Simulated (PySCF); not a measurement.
# MoF₆−: ligand-field states

What do calculations give for the ligand-field states of MoF₆−?

Programs: PySCF 2.14.0, with routines of our own; each step states its level. All values are computed. Atoms count from 0.

## (1) The system as given

7 atoms, charge -1, states of the metal's open shell are computed; geometry from: model geometry, bond lengths from ionic radii.

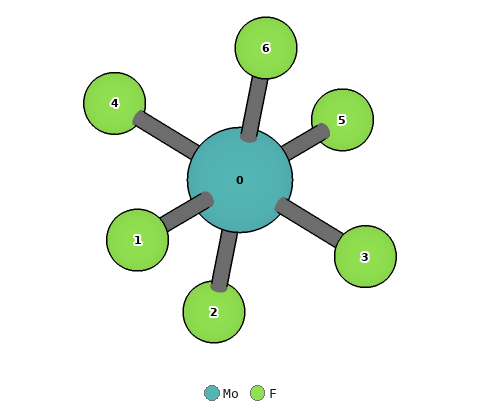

The starting geometry (molybdenum teal, fluorine green); sticks join atoms by distance alone.

## (2) Ligand-field states: state-averaged CASSCF in water

What the job is given:

```
{"job": {"kind": "lf", "basis": {"metal": "x2c-TZVPall", "ligand": "x2c-SVPall"}, "nevpt": true, "solvent": "water"}, "charge": -1, "metal": "Mo", "open_shell": "d1"}
Mo     0.000000     0.000000     0.000000
F      1.350574    -0.779754     1.102739
F      0.000000     1.559508     1.102739
F     -1.350574    -0.779754     1.102739
F      1.350574     0.779754    -1.102739
F     -1.350574     0.779754    -1.102739
F     -0.000000    -1.559508    -1.102739
```

With the program's defaults for keys left out, this is: state-averaged CASSCF of the metal d shell, SC-NEVPT2 on the averaged canonical orbitals, state-interaction spin-orbit coupling.

Launch:

```
$ OMP_NUM_THREADS=1 python lf_run.py task.json out
```

The driver reads the jobs from task.json and runs them one after another.

Output:

```text
basis functions 147, electrons 97, active (1e, 5o)
stage 1: DIIS on the effective Fock matrix, level shift 0.30
cycle   1  E = -4641.6748433175  dE = -4.642e+03  max|g| = 1.253e+00
cycle   2  E = -4638.0351483990  dE =  3.640e+00  max|g| = 2.246e+00
cycle   3  E = -4641.4985376355  dE = -3.463e+00  max|g| = 1.189e+00
cycle   4  E = -4643.0684621434  dE = -1.570e+00  max|g| = 2.928e-01
cycle   5  E = -4643.1495658597  dE = -8.110e-02  max|g| = 9.581e-02
cycle   6  E = -4643.1574384450  dE = -7.873e-03  max|g| = 1.119e-01
cycle   7  E = -4643.1667959574  dE = -9.358e-03  max|g| = 1.707e-02
cycle   8  E = -4643.1670566817  dE = -2.607e-04  max|g| = 1.092e-02
cycle   9  E = -4643.1671789052  dE = -1.222e-04  max|g| = 5.278e-03
cycle  10  E = -4643.1672068140  dE = -2.791e-05  max|g| = 2.630e-03
cycle  11  E = -4643.1672127509  dE = -5.937e-06  max|g| = 1.367e-03
cycle  12  E = -4643.1672141490  dE = -1.398e-06  max|g| = 7.576e-04
cycle  13  E = -4643.1672144516  dE = -3.026e-07  max|g| = 4.969e-04
cycle  14  E = -4643.1672145726  dE = -1.210e-07  max|g| = 2.904e-04
cycle  15  E = -4643.1672146136  dE = -4.098e-08  max|g| = 1.605e-04
cycle  16  E = -4643.1672146254  dE = -1.184e-08  max|g| = 9.113e-05
cycle  17  E = -4643.1672146291  dE = -3.670e-09  max|g| = 5.182e-05
cycle  18  E = -4643.1672146303  dE = -1.147e-09  max|g| = 3.036e-05
cycle  19  E = -4643.1672146307  dE = -3.893e-10  max|g| = 1.798e-05
cycle  20  E = -4643.1672146308  dE = -1.328e-10  max|g| = 1.046e-05
cycle  21  E = -4643.1672146308  dE = -4.366e-11  max|g| = 6.397e-06
converged average energy = -4643.1672146308

 mult deg   label        CASSCF/cm-1   NEVPT2/cm-1
   2   3   2T2g                0.0           0.0
   2   2   2Eg             35693.8       36680.8

spin-orbit levels / cm-1
      0.00  x2  2T2g 1.00
      0.02  x2  2T2g 1.00
   1250.58  x2  2T2g 1.00
  37142.08  x2  2Eg 1.00
  37142.11  x2  2Eg 1.00
```

Wall time 11 s (1 thread of Arm Neoverse V1, shared host); peak memory 0.36 GiB.

Warnings kept with the result: strongly covalent, metal-shell active space is small for this complex.

Key values:

```
             quantity     value
spin-orbit constant ζ  813 cm⁻¹
```

Powder susceptibility:

```csv
T (K),χT (cm³ K/mol),μ(eff)
2,0.002,0.14
5,0.004,0.17
10,0.005,0.21
20,0.009,0.28
30,0.013,0.33
50,0.021,0.41
75,0.031,0.50
100,0.041,0.57
150,0.060,0.69
200,0.079,0.80
250,0.099,0.89
300,0.118,0.97
```

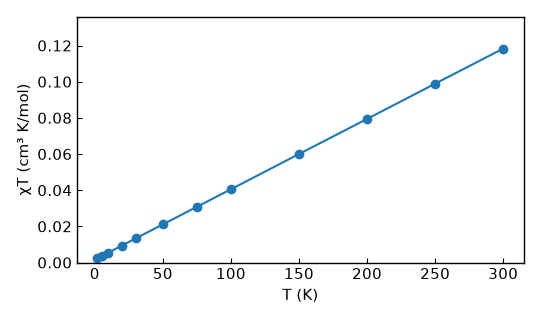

χT against temperature.

## (3) Ligand-field states: state-averaged CASSCF (polar angle and twist at [50, 60]°) in water

What the job is given:

```
{"job": {"kind": "lf", "basis": {"metal": "x2c-TZVPall", "ligand": "x2c-SVPall"}, "nevpt": true, "solvent": "water", "reuse": true}, "charge": -1, "metal": "Mo", "open_shell": "d1"}
Mo     0.000000     0.000000     0.000000
F      1.267121    -0.731572     1.227724
F      0.000000     1.463145     1.227724
F     -1.267121    -0.731572     1.227724
F      1.267121     0.731572    -1.227724
F     -1.267121     0.731572    -1.227724
F     -0.000000    -1.463145    -1.227724
```

Level: state-averaged CASSCF of the metal d shell, SC-NEVPT2 on the averaged canonical orbitals, state-interaction spin-orbit coupling.

Output:

```text
basis functions 147, electrons 97, active (1e, 5o)
start from the orbitals of the previous structure
stage 1: DIIS on the effective Fock matrix, level shift 0.30
cycle   1  E = -4642.3696021627  dE = -4.642e+03  max|g| = 1.265e+00
cycle   2  E = -4643.0954912453  dE = -7.259e-01  max|g| = 2.787e-01
cycle   3  E = -4643.1453667922  dE = -4.988e-02  max|g| = 8.485e-02
cycle   4  E = -4643.1499828512  dE = -4.616e-03  max|g| = 5.905e-02
cycle   5  E = -4643.1527123766  dE = -2.730e-03  max|g| = 1.890e-02
cycle   6  E = -4643.1532021845  dE = -4.898e-04  max|g| = 8.666e-03
cycle   7  E = -4643.1532596801  dE = -5.750e-05  max|g| = 4.173e-03
cycle   8  E = -4643.1532728381  dE = -1.316e-05  max|g| = 1.475e-03
cycle   9  E = -4643.1532750616  dE = -2.224e-06  max|g| = 5.994e-04
cycle  10  E = -4643.1532754887  dE = -4.272e-07  max|g| = 2.855e-04
cycle  11  E = -4643.1532755842  dE = -9.550e-08  max|g| = 1.325e-04
cycle  12  E = -4643.1532756027  dE = -1.846e-08  max|g| = 6.042e-05
cycle  13  E = -4643.1532756065  dE = -3.772e-09  max|g| = 2.664e-05
cycle  14  E = -4643.1532756075  dE = -9.786e-10  max|g| = 1.270e-05
cycle  15  E = -4643.1532756077  dE = -2.365e-10  max|g| = 6.298e-06
converged average energy = -4643.1532756077

 mult deg   label        CASSCF/cm-1   NEVPT2/cm-1
   2   2   2Eg                 0.0           0.0
   2   1   2A1g             2776.7        2722.8
   2   2   2Eg             36821.7       37880.9

spin-orbit levels / cm-1
      0.00  x2  2Eg 1.00
    919.75  x2  2Eg 0.95 2A1g 0.05
   3345.07  x2  2A1g 0.95 2Eg 0.05
  38325.19  x2  2Eg 1.00
  38551.73  x2  2Eg 1.00
```

Run time: 7.4 s. Hardware: 1 thread of Arm Neoverse V1, shared host; peak memory 0.37 GiB.

Warnings kept with the result: strongly covalent, metal-shell active space is small for this complex.

In short:

```
             quantity     value
spin-orbit constant ζ  810 cm⁻¹
```

Powder susceptibility:

```
T (K)  χT (cm³ K/mol)  μ(eff)
    2           0.004    0.17
   20           0.009    0.28
  100           0.036    0.54
  300           0.107    0.93
```

## (4) Ligand-field states: state-averaged CASSCF (polar angle and twist at [59, 60]°) in water

What the job is given:

```
{"job": {"kind": "lf", "basis": {"metal": "x2c-TZVPall", "ligand": "x2c-SVPall"}, "nevpt": true, "solvent": "water", "reuse": true}, "charge": -1, "metal": "Mo", "open_shell": "d1"}
Mo     0.000000     0.000000     0.000000
F      1.417848    -0.818595     0.983723
F      0.000000     1.637190     0.983723
F     -1.417848    -0.818595     0.983723
F      1.417848     0.818595    -0.983723
F     -1.417848     0.818595    -0.983723
F     -0.000000    -1.637190    -0.983723
```

Method: state-averaged CASSCF of the metal d shell, SC-NEVPT2 on the averaged canonical orbitals, state-interaction spin-orbit coupling.

Output:

```text
basis functions 147, electrons 97, active (1e, 5o)
start from the orbitals of the previous structure
stage 1: DIIS on the effective Fock matrix, level shift 0.30
cycle   1  E = -4640.7878377720  dE = -4.641e+03  max|g| = 2.507e+00
cycle   2  E = -4642.9656084966  dE = -2.178e+00  max|g| = 5.519e-01
cycle   3  E = -4643.1247638732  dE = -1.592e-01  max|g| = 1.218e-01
cycle   4  E = -4643.1432039072  dE = -1.844e-02  max|g| = 1.181e-01
cycle   5  E = -4643.1543262442  dE = -1.112e-02  max|g| = 4.155e-02
cycle   6  E = -4643.1565984083  dE = -2.272e-03  max|g| = 1.828e-02
cycle   7  E = -4643.1568940936  dE = -2.957e-04  max|g| = 8.325e-03
cycle   8  E = -4643.1569554204  dE = -6.133e-05  max|g| = 3.511e-03
cycle   9  E = -4643.1569670384  dE = -1.162e-05  max|g| = 1.457e-03
cycle  10  E = -4643.1569695121  dE = -2.474e-06  max|g| = 5.591e-04
cycle  11  E = -4643.1569700707  dE = -5.586e-07  max|g| = 2.629e-04
cycle  12  E = -4643.1569701756  dE = -1.050e-07  max|g| = 1.540e-04
cycle  13  E = -4643.1569702066  dE = -3.099e-08  max|g| = 9.296e-05
cycle  14  E = -4643.1569702156  dE = -9.005e-09  max|g| = 6.024e-05
cycle  15  E = -4643.1569702183  dE = -2.671e-09  max|g| = 3.873e-05
cycle  16  E = -4643.1569702193  dE = -9.522e-10  max|g| = 2.358e-05
cycle  17  E = -4643.1569702196  dE = -2.847e-10  max|g| = 1.723e-05
cycle  18  E = -4643.1569702197  dE = -1.337e-10  max|g| = 1.258e-05
cycle  19  E = -4643.1569702198  dE = -6.366e-11  max|g| = 8.933e-06
converged average energy = -4643.1569702198

 mult deg   label        CASSCF/cm-1   NEVPT2/cm-1
   2   1   2A1g                0.0           0.0
   2   2   2Eg              2028.5        2178.0
   2   2   2Eg             37239.1       38395.4

spin-orbit levels / cm-1
      0.00  x2  2A1g 0.94 2Eg 0.06
   2029.63  x2  2Eg 1.00
   2807.56  x2  2Eg 0.94 2A1g 0.06
  38476.99  x2  2Eg 1.00
  38721.68  x2  2Eg 1.00
```

Wall time 8.3 s (1 thread of Arm Neoverse V1, shared host); peak memory 0.38 GiB.

Warnings kept with the result: strongly covalent, metal-shell active space is small for this complex.

In short:

```
             quantity     value
spin-orbit constant ζ  811 cm⁻¹
```

Powder susceptibility:

```
T (K)  χT (cm³ K/mol)  μ(eff)
    2           0.176    1.19
   20           0.179    1.20
  100           0.192    1.24
  300           0.223    1.33
```

## (5) Ligand-field states: state-averaged CASSCF (polar angle and twist at [54.7356, 45]°) in water

What the job is given:

```
{"job": {"kind": "lf", "basis": {"metal": "x2c-TZVPall", "ligand": "x2c-SVPall"}, "nevpt": true, "solvent": "water", "reuse": true}, "charge": -1, "metal": "Mo", "open_shell": "d1"}
Mo     0.000000     0.000000     0.000000
F      1.440798    -0.596798     1.102739
F     -0.203557     1.546166     1.102739
F     -1.237241    -0.949368     1.102739
F      1.440798     0.596798    -1.102739
F     -1.237241     0.949368    -1.102739
F     -0.203557    -1.546166    -1.102739
```

With the program's defaults for keys left out, this is: state-averaged CASSCF of the metal d shell, SC-NEVPT2 on the averaged canonical orbitals, state-interaction spin-orbit coupling.

Output:

```text
basis functions 147, electrons 97, active (1e, 5o)
start from the orbitals of the previous structure
stage 1: DIIS on the effective Fock matrix, level shift 0.30
cycle   1  E = -4641.2410310164  dE = -4.641e+03  max|g| = 1.390e+00
cycle   2  E = -4643.0178028124  dE = -1.777e+00  max|g| = 3.384e-01
cycle   3  E = -4643.1428489965  dE = -1.250e-01  max|g| = 1.246e-01
cycle   4  E = -4643.1547566485  dE = -1.191e-02  max|g| = 9.089e-02
cycle   5  E = -4643.1618105625  dE = -7.054e-03  max|g| = 2.605e-02
cycle   6  E = -4643.1628584554  dE = -1.048e-03  max|g| = 9.320e-03
cycle   7  E = -4643.1629996488  dE = -1.412e-04  max|g| = 4.286e-03
cycle   8  E = -4643.1630282247  dE = -2.858e-05  max|g| = 1.867e-03
cycle   9  E = -4643.1630335386  dE = -5.314e-06  max|g| = 7.971e-04
cycle  10  E = -4643.1630346225  dE = -1.084e-06  max|g| = 4.156e-04
cycle  11  E = -4643.1630348646  dE = -2.421e-07  max|g| = 2.087e-04
cycle  12  E = -4643.1630349137  dE = -4.908e-08  max|g| = 1.023e-04
cycle  13  E = -4643.1630349251  dE = -1.136e-08  max|g| = 4.970e-05
cycle  14  E = -4643.1630349283  dE = -3.228e-09  max|g| = 2.336e-05
cycle  15  E = -4643.1630349291  dE = -7.540e-10  max|g| = 1.538e-05
cycle  16  E = -4643.1630349293  dE = -2.392e-10  max|g| = 9.494e-06
converged average energy = -4643.1630349293

 mult deg   label        CASSCF/cm-1   NEVPT2/cm-1
   2   1   2A1                 0.0           0.0
   2   2   2E               1222.0        1308.9
   2   2   2E              34750.4       35720.1

spin-orbit levels / cm-1
      0.00  x2  2A1 0.92 2E 0.08
   1054.69  x2  2E 1.00
   2076.75  x2  2E 0.92 2A1 0.08
  35907.37  x2  2E 1.00
  35966.94  x2  2E 1.00
```

Run time: 7.6 s. Hardware: 1 thread of Arm Neoverse V1, shared host; peak memory 0.37 GiB.

Warnings kept with the result: strongly covalent, metal-shell active space is small for this complex.

In short:

```csv
quantity,value
spin-orbit constant ζ,804 cm⁻¹
```

Powder susceptibility:

```csv
T (K),χT (cm³ K/mol),μ(eff)
2,0.149,1.09
20,0.153,1.10
100,0.168,1.16
300,0.207,1.29
```

## (6) Ligand-field states: state-averaged CASSCF (polar angle and twist at [52, 30]°) in water

What the job is given:

```
{"job": {"kind": "lf", "basis": {"metal": "x2c-TZVPall", "ligand": "x2c-SVPall"}, "nevpt": true, "solvent": "water", "reuse": true}, "charge": -1, "metal": "Mo", "open_shell": "d1"}
Mo     0.000000     0.000000     0.000000
F      1.453815    -0.389549     1.175913
F     -0.389549     1.453815     1.175913
F     -1.064267    -1.064267     1.175913
F      1.453815     0.389549    -1.175913
F     -1.064267     1.064267    -1.175913
F     -0.389549    -1.453815    -1.175913
```

Level: state-averaged CASSCF of the metal d shell, SC-NEVPT2 on the averaged canonical orbitals, state-interaction spin-orbit coupling.

Output:

```text
basis functions 147, electrons 97, active (1e, 5o)
start from the orbitals of the previous structure
stage 1: DIIS on the effective Fock matrix, level shift 0.30
cycle   1  E = -4641.5260318310  dE = -4.642e+03  max|g| = 1.490e+00
cycle   2  E = -4643.0430201524  dE = -1.517e+00  max|g| = 3.404e-01
cycle   3  E = -4643.1435497607  dE = -1.005e-01  max|g| = 1.053e-01
cycle   4  E = -4643.1529567101  dE = -9.407e-03  max|g| = 6.730e-02
cycle   5  E = -4643.1572232166  dE = -4.267e-03  max|g| = 2.054e-02
cycle   6  E = -4643.1577407113  dE = -5.175e-04  max|g| = 6.753e-03
cycle   7  E = -4643.1578183022  dE = -7.759e-05  max|g| = 3.125e-03
cycle   8  E = -4643.1578333352  dE = -1.503e-05  max|g| = 1.434e-03
cycle   9  E = -4643.1578360235  dE = -2.688e-06  max|g| = 6.183e-04
cycle  10  E = -4643.1578365403  dE = -5.168e-07  max|g| = 2.785e-04
cycle  11  E = -4643.1578366467  dE = -1.065e-07  max|g| = 1.468e-04
cycle  12  E = -4643.1578366711  dE = -2.431e-08  max|g| = 7.614e-05
cycle  13  E = -4643.1578366755  dE = -4.473e-09  max|g| = 3.831e-05
cycle  14  E = -4643.1578366768  dE = -1.305e-09  max|g| = 1.871e-05
cycle  15  E = -4643.1578366771  dE = -2.819e-10  max|g| = 8.833e-06
converged average energy = -4643.1578366771

 mult deg   label        CASSCF/cm-1   NEVPT2/cm-1
   2   1   2A1                 0.0           0.0
   2   2   2E               2623.7        2912.8
   2   2   2E              31492.8       32516.4

spin-orbit levels / cm-1
      0.00  x2  2A1 0.98
   2455.12  x2  2E 1.00
   3559.90  x2  2E 0.98
  32449.84  x2  2E 1.00
  32806.67  x2  2E 1.00
```

It took 7.4 s on 1 thread of Arm Neoverse V1, shared host; peak memory 0.37 GiB.

Warnings kept with the result: strongly covalent, metal-shell active space is small for this complex.

In short:

```
             quantity     value
spin-orbit constant ζ  785 cm⁻¹
```

Powder susceptibility:

```
T (K)  χT (cm³ K/mol)  μ(eff)
    2           0.281    1.50
   20           0.283    1.50
  100           0.288    1.52
  300           0.302    1.55
```

## (7) Ligand-field states: state-averaged CASSCF (polar angle and twist at [50, 15]°) in water

What the job is given:

```
{"job": {"kind": "lf", "basis": {"metal": "x2c-TZVPall", "ligand": "x2c-SVPall"}, "nevpt": true, "solvent": "water", "reuse": true}, "charge": -1, "metal": "Mo", "open_shell": "d1"}
Mo     0.000000     0.000000     0.000000
F      1.450627    -0.190979     1.227724
F     -0.559921     1.351770     1.227724
F     -0.890706    -1.160791     1.227724
F      1.450627     0.190979    -1.227724
F     -0.890706     1.160791    -1.227724
F     -0.559921    -1.351770    -1.227724
```

With the program's defaults for keys left out, this is: state-averaged CASSCF of the metal d shell, SC-NEVPT2 on the averaged canonical orbitals, state-interaction spin-orbit coupling.

Output:

```text
basis functions 147, electrons 97, active (1e, 5o)
start from the orbitals of the previous structure
stage 1: DIIS on the effective Fock matrix, level shift 0.30
cycle   1  E = -4641.6961872159  dE = -4.642e+03  max|g| = 1.286e+00
cycle   2  E = -4643.0540461039  dE = -1.358e+00  max|g| = 2.644e-01
cycle   3  E = -4643.1411768079  dE = -8.713e-02  max|g| = 7.644e-02
cycle   4  E = -4643.1491281625  dE = -7.951e-03  max|g| = 5.835e-02
cycle   5  E = -4643.1524376061  dE = -3.309e-03  max|g| = 1.684e-02
cycle   6  E = -4643.1528167155  dE = -3.791e-04  max|g| = 6.272e-03
cycle   7  E = -4643.1528724088  dE = -5.569e-05  max|g| = 2.628e-03
cycle   8  E = -4643.1528828040  dE = -1.040e-05  max|g| = 1.231e-03
cycle   9  E = -4643.1528845626  dE = -1.759e-06  max|g| = 5.529e-04
cycle  10  E = -4643.1528848820  dE = -3.194e-07  max|g| = 2.341e-04
cycle  11  E = -4643.1528849426  dE = -6.061e-08  max|g| = 9.301e-05
cycle  12  E = -4643.1528849556  dE = -1.298e-08  max|g| = 5.015e-05
cycle  13  E = -4643.1528849580  dE = -2.417e-09  max|g| = 2.603e-05
cycle  14  E = -4643.1528849586  dE = -6.330e-10  max|g| = 1.309e-05
cycle  15  E = -4643.1528849588  dE = -1.346e-10  max|g| = 6.399e-06
converged average energy = -4643.1528849588

 mult deg   label        CASSCF/cm-1   NEVPT2/cm-1
   2   1   2A1                 0.0           0.0
   2   2   2E               4397.5        4900.4
   2   2   2E              28411.5       29588.2

spin-orbit levels / cm-1
      0.00  x2  2A1 1.00
   4296.62  x2  2E 1.00
   5573.33  x2  2E 1.00
  29334.84  x2  2E 1.00
  29988.22  x2  2E 1.00
```

Wall time 7.4 s (1 thread of Arm Neoverse V1, shared host); peak memory 0.37 GiB.

Warnings kept with the result: strongly covalent, metal-shell active space is small for this complex.

From this job:

| quantity | value |
| --- | --- |
| spin-orbit constant ζ | 768 cm⁻¹ |

Powder susceptibility:

| T (K) | χT (cm³ K/mol) | μ(eff) |
| --- | --- | --- |
| 2 | 0.334 | 1.64 |
| 20 | 0.335 | 1.64 |
| 100 | 0.337 | 1.64 |
| 300 | 0.342 | 1.65 |

## (8) Ligand-field states: state-averaged CASSCF (polar angle and twist at [49.1, 0]°) in water

What the job is given:

```
{"job": {"kind": "lf", "basis": {"metal": "x2c-TZVPall", "ligand": "x2c-SVPall"}, "nevpt": true, "solvent": "water", "reuse": true}, "charge": -1, "metal": "Mo", "open_shell": "d1"}
Mo     0.000000     0.000000     0.000000
F      1.443680     0.000000     1.250555
F     -0.721840     1.250264     1.250555
F     -0.721840    -1.250264     1.250555
F      1.443680     0.000000    -1.250555
F     -0.721840     1.250264    -1.250555
F     -0.721840    -1.250264    -1.250555
```

Level: state-averaged CASSCF of the metal d shell, SC-NEVPT2 on the averaged canonical orbitals, state-interaction spin-orbit coupling.

Output:

```text
basis functions 147, electrons 97, active (1e, 5o)
start from the orbitals of the previous structure
stage 1: DIIS on the effective Fock matrix, level shift 0.30
cycle   1  E = -4641.8880603786  dE = -4.642e+03  max|g| = 1.262e+00
cycle   2  E = -4643.0663031483  dE = -1.178e+00  max|g| = 2.602e-01
cycle   3  E = -4643.1402026296  dE = -7.390e-02  max|g| = 7.565e-02
cycle   4  E = -4643.1466757460  dE = -6.473e-03  max|g| = 5.502e-02
cycle   5  E = -4643.1495038022  dE = -2.828e-03  max|g| = 1.392e-02
cycle   6  E = -4643.1498397216  dE = -3.359e-04  max|g| = 5.758e-03
cycle   7  E = -4643.1498829210  dE = -4.320e-05  max|g| = 2.497e-03
cycle   8  E = -4643.1498910989  dE = -8.178e-06  max|g| = 1.158e-03
cycle   9  E = -4643.1498924570  dE = -1.358e-06  max|g| = 5.270e-04
cycle  10  E = -4643.1498926942  dE = -2.372e-07  max|g| = 2.288e-04
cycle  11  E = -4643.1498927399  dE = -4.573e-08  max|g| = 9.213e-05
cycle  12  E = -4643.1498927487  dE = -8.745e-09  max|g| = 3.549e-05
cycle  13  E = -4643.1498927505  dE = -1.833e-09  max|g| = 1.450e-05
cycle  14  E = -4643.1498927509  dE = -4.293e-10  max|g| = 6.893e-06
converged average energy = -4643.1498927509

 mult deg   label        CASSCF/cm-1   NEVPT2/cm-1
   2   1   2A1'                0.0           0.0
   2   2   2E'              5031.5        5630.2
   2   2   2E''            27114.3       28374.4

spin-orbit levels / cm-1
      0.00  x2  2A1' 1.00
   4961.16  x2  2E' 1.00
   6342.35  x2  2E' 1.00
  28040.03  x2  2E'' 1.00
  28836.56  x2  2E'' 1.00
```

Run time: 7.2 s. Hardware: 1 thread of Arm Neoverse V1, shared host; peak memory 0.37 GiB.

Warnings kept with the result: strongly covalent, metal-shell active space is small for this complex.

In short:

```
             quantity     value
spin-orbit constant ζ  761 cm⁻¹
```

Powder susceptibility:

```
T (K)  χT (cm³ K/mol)  μ(eff)
    2           0.346    1.66
   20           0.346    1.66
  100           0.347    1.67
  300           0.351    1.68
```

## (9) The runs side by side

From the NEVPT2 states (cm⁻¹; the spread is that of the fitted one-electron ligand-field levels):

```csv
step,setting,ground state,next state,orbital spread,ζ,"μ(eff), 300 K"
2,as given,2T2g,2Eg at 36681,36681,813,0.97
3,"polar angle and twist at [50, 60]",2Eg,2A1g at 2723,37881,810,0.93
4,"polar angle and twist at [59, 60]",2A1g,2Eg at 2178,38395,811,1.33
5,"polar angle and twist at [54.7356, 45]",2A1,2E at 1309,35720,804,1.29
6,"polar angle and twist at [52, 30]",2A1,2E at 2913,32516,785,1.55
7,"polar angle and twist at [50, 15]",2A1,2E at 4900,29588,768,1.65
8,"polar angle and twist at [49.1, 0]",2A1',2E' at 5630,28374,761,1.68
```

## (10) What came out

| quantity | value |
| --- | --- |
| spin-orbit constant ζ (step 2, state-averaged CASSCF in water) | 813 cm⁻¹ |
| ground multiplicity, μ(eff) at 300 K (step 2, 6 donors at 1.91 Å) | 2, 0.97 μB |
| ground multiplicity, μ(eff) at 300 K (step 3, 6 donors at 1.91 Å) | 2, 0.93 μB |
| ground multiplicity, μ(eff) at 300 K (step 4, 6 donors at 1.91 Å) | 2, 1.33 μB |
| ground multiplicity, μ(eff) at 300 K (step 5, 6 donors at 1.91 Å) | 2, 1.29 μB |
| ground multiplicity, μ(eff) at 300 K (step 6, 6 donors at 1.91 Å) | 2, 1.55 μB |
| ground multiplicity, μ(eff) at 300 K (step 7, 6 donors at 1.91 Å) | 2, 1.65 μB |
| ground multiplicity, μ(eff) at 300 K (step 8, 6 donors at 1.91 Å) | 2, 1.68 μB |

**Reading.** In step 2, χT goes from 0.00 at 2 K to 0.12 cm³ K/mol at 300 K, as higher levels fill or mix in. The spread of the ligand-field levels runs from 28374 cm⁻¹ (polar angle and twist at [49.1, 0]) to 38395 cm⁻¹ (polar angle and twist at [59, 60]); μ(eff) at 300 K: 0.93 to 1.68 μB. The bonding is strongly covalent, and an active space of the metal's shell alone is small for it, so these values are rough.
